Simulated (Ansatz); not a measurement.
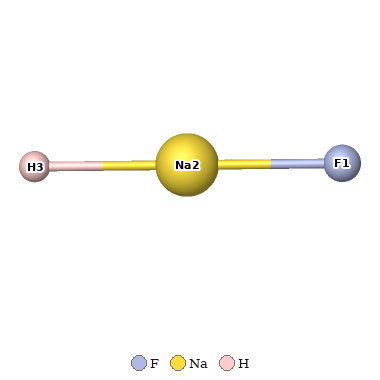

The system is F⁻ + NaH; the picture shows the reference structure. The first coordinate is: distance F1–Na2; the second: distance Na2–H3. Nothing is relaxed (the angle F1–Na2–H3 is fixed at 180 degrees). The grid has 10 × 10 points. Energies: kJ/mol, counted from F with charge -1 far from the relaxed NaH (each part in its own basis). The restricted reference is unstable at some or all points, so the energies there are unreliable. Computed with RHF-CCSD(T), frozen core/def2-TZVPD (Ansatz 0.2.0).

Its coordinates:

| atom | x (Å) | y (Å) | z (Å) |
| --- | --- | --- | --- |
| F | -2.0910 | 0.0000 | 0.0000 |
| Na | 0.0000 | 0.0000 | 0.0000 |
| H | 2.0550 | 0.0000 | 0.0000 |

Range: distance F1–Na2 from 1.808 to 3.808 Å; distance Na2–H3 from 1.576 to 3.576 Å.

### What will the energy surface look like?

The lowest grid point is at distance F1–Na2 = 2.091 Å, distance Na2–H3 = 2.055 Å, −240 kJ/mol from F with charge -1 far from the relaxed NaH (each part in its own basis). No other kind of well shows on this grid. The highest grid point, distance F1–Na2 = 3.808 Å, distance Na2–H3 = 3.576 Å, lies 257 kJ/mol above the lowest.

```tsv
distance Na2–H3 ↓, distance F1–Na2 →	1.808	1.923	2.091	2.287	2.505	2.739	2.989	3.251	3.524	3.808
3.576	−141	−157	−156	−138	−111	−82	−53	−26	−3	17
3.292	−157	−174	−174	−156	−130	−101	−73	−47	−24	−5
3.019	−173	−190	−191	−175	−149	−121	−94	−69	−47	−28
2.757	−189	−207	−209	−193	−169	−142	−115	−91	−70	−51
2.507	−203	−222	−225	−210	−187	−161	−135	−112	−91	−74
2.273	−213	−233	−236	−223	−201	−176	−151	−129	−109	−92
2.055	−216	−236	−240	−228	−207	−183	−160	−138	−119	−103
1.859	−207	−228	−233	−222	−202	−179	−157	−136	−118	−102
1.691	−184	−206	−212	−202	−183	−161	−139	−119	−102	−87
1.576	−156	−178	−185	−175	−156	−135	−114	−94	−77	−62
```

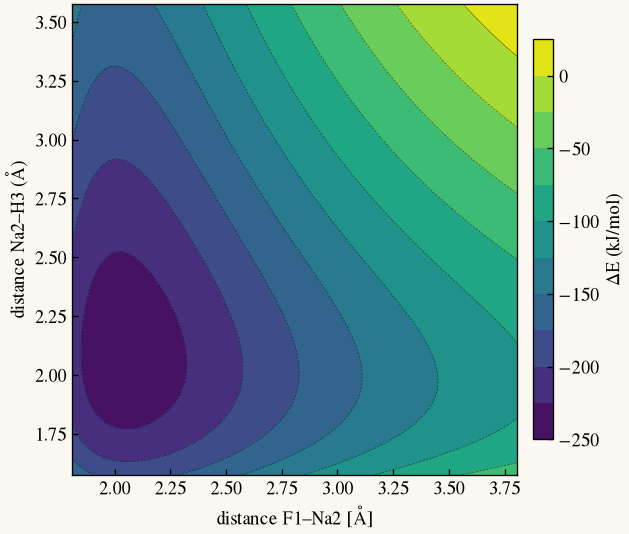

Drawn: filled contours. Between grid points the surface is interpolated.

Each point was launched as `ansatz run input.yaml --threads 1 --pin off --max-ram 2560MiB --backend cpu --events-out ev --progress --plain --runs-dir out`. The whole map (100 points run) took 31 min on 1 thread of Arm Neoverse V1, on a shared host.
